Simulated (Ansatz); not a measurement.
The relaxed structure here is a generated cell of HfO2: the first start was made by placing the elements on the sites of a structure type, and the end was not matched to a known phase here, so it may be hypothetical. Known forms of HfO2 include space group No. 14, 29, 137, 225.

The end point of a relaxation of HfO2. Space group Pa-3 (No. 205). These are PBE (plane waves to 420 eV, PAW, scalar-relativistic; Ansatz, an electronic-structure program) values and carry that method's errors.

```cif
data_Hf4O8
_chemical_formula_sum 'Hf4 O8'
_space_group_name_H-M_alt 'P 1'
_space_group_IT_number 1
_cell_length_a 5.19941
_cell_length_b 5.19941
_cell_length_c 5.19941
_cell_angle_alpha 90.000
_cell_angle_beta 90.000
_cell_angle_gamma 90.000
loop_
_space_group_symop_operation_xyz
  'x, y, z'
loop_
_atom_site_label
_atom_site_type_symbol
_atom_site_fract_x
_atom_site_fract_y
_atom_site_fract_z
_atom_site_occupancy
Hf1 Hf 0.00000 0.00000 0.00000 1
Hf2 Hf 0.50000 0.50000 0.00000 1
Hf3 Hf 0.00000 0.50000 0.50000 1
Hf4 Hf 0.50000 0.00000 0.50000 1
O1 O 0.33281 0.33281 0.33281 1
O2 O 0.83281 0.16719 0.66719 1
O3 O 0.66719 0.83281 0.16719 1
O4 O 0.16719 0.66719 0.83281 1
O5 O 0.66719 0.66719 0.66719 1
O6 O 0.16719 0.83281 0.33281 1
O7 O 0.33281 0.16719 0.83281 1
O8 O 0.83281 0.33281 0.16719 1
```

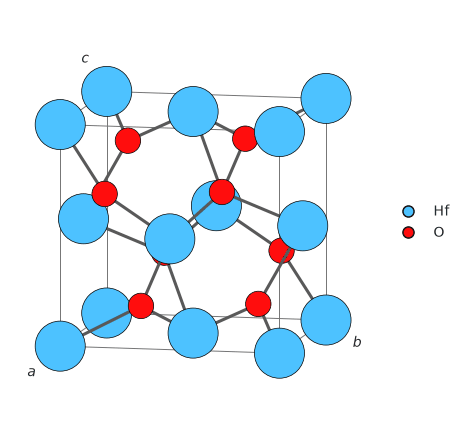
Fig. 1. The conventional cell of the relaxed structure

Volume per atom: 11.71 Å³
Band gap: 3.85 eV, indirect (valence top at Γ, conduction bottom at R) (no spin-orbit coupling)
Smallest direct gap: 4.34 eV at Γ
Shortest distances: Hf–O 2.12 Å; O–O 2.74 Å
k-mesh: 5×5×5

Band energies at high-symmetry points (eV from the VBM; labels of this space group; no spin-orbit coupling), from −5 eV up to 8.0 eV:

```json
[
 {"point": "Γ", "energies": "-4.51 -4.51 -4.51 -3.10 -3.10 -2.70 -2.70 -2.70 -2.23 -2.23 -1.78 -1.78 -1.78 -1.73 -0.56 -0.56 -0.56 -0.19 0.00 0.00 0.00 4.34 4.34 4.34 4.64 5.01 5.01 5.49 5.49 5.49 6.20 6.20 6.20 7.47"},
 {"point": "X", "energies": "-4.45 -4.45 -4.05 -4.05 -4.02 -4.02 -3.50 -3.50 -3.10 -3.10 -2.98 -2.98 -2.80 -2.80 -1.68 -1.68 -1.28 -1.28 -0.69 -0.69 -0.51 -0.51 -0.17 -0.17 4.98 4.98 5.05 5.05 5.17 5.17 5.32 5.32 5.81 5.81 6.00 6.00"},
 {"point": "M", "energies": "-4.06 -4.06 -4.06 -4.06 -3.91 -3.91 -3.91 -3.91 -2.84 -2.84 -2.84 -2.84 -2.06 -2.06 -2.06 -2.06 -1.26 -1.26 -1.26 -1.26 -0.66 -0.66 -0.66 -0.66 4.61 4.61 4.61 4.61 5.33 5.33 5.33 5.33 6.16 6.16 6.16 6.16"},
 {"point": "R", "energies": "-4.63 -4.63 -4.63 -4.63 -3.79 -3.79 -3.79 -3.79 -2.41 -2.41 -2.41 -2.41 -1.47 -1.47 -1.47 -1.47 -1.34 -1.34 -1.34 -1.34 -0.91 -0.91 -0.91 -0.91 3.85 3.85 3.85 3.85 4.88 4.88 4.88 4.88 6.86 6.86 6.86 6.86"},
 {"point": "X1", "energies": "-4.45 -4.45 -4.05 -4.05 -4.02 -4.02 -3.50 -3.50 -3.10 -3.10 -2.98 -2.98 -2.80 -2.80 -1.68 -1.68 -1.28 -1.28 -0.69 -0.69 -0.51 -0.51 -0.17 -0.17 4.98 4.98 5.05 5.05 5.17 5.17 5.32 5.32 5.81 5.81 6.00 6.00"}
]
```

No spin polarisation in the result.

The run could not lose the symmetry of its start, so the end can be a saddle point.
